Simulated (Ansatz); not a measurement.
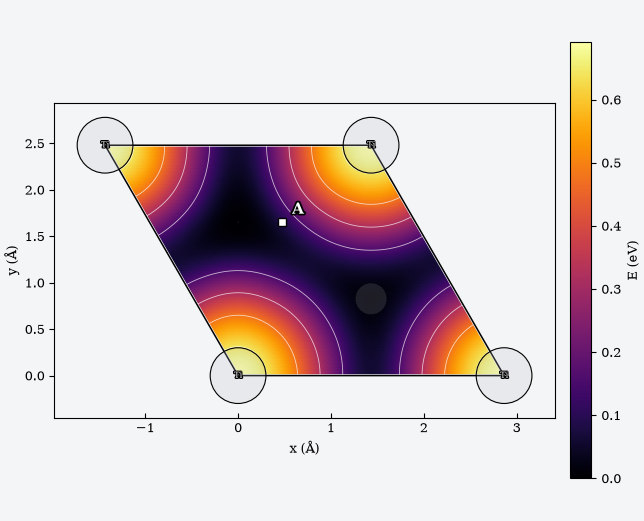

Si on a Ti(001) slab cut from the P6_3/mmc phase, its upper half relaxed before the scan (5 atoms of substrate and one adsorbate in a 1 × 1 cell). Si is moved over the surface cell; relaxed at each place: the height of the adsorbate's atoms; substrate rigid; the origin of the map has the adsorbate above Ti5. Places are given modulo a cell vector. The map is drawn in real space over the plane of the surface. Grid: 6 × 6 points; 10 points were computed and 26 follow by symmetry. Energies are in eV, from the lowest grid point. With one adsorbate in each 1 × 1 cell, its nearest image is 2.9 Å away, so neighbouring adsorbates interact. Theory: DFT LDA, scalar-relativistic, plane waves, PAW in Ansatz. Settings: cutoff 420 eV, k-mesh 9×9×1, gaussian smearing 0.1 eV, no spin polarisation.

Drawn: a smooth colour map with a few white contour lines, labelled circles for the atoms of the top layer and small ones for the second layer, the outline of one cell of the plane, the point A. Between grid points the surface is interpolated.

Is A at rest? If not, where is it pushed?

A, at (3/6, 4/6) of the cell vectors, is not a stationary point. The computed force is 0.46 eV/Å in the plane, pointing down and left in the picture (components −0.35 and −0.30 eV/Å).

PAW datasets: the set soft_1.
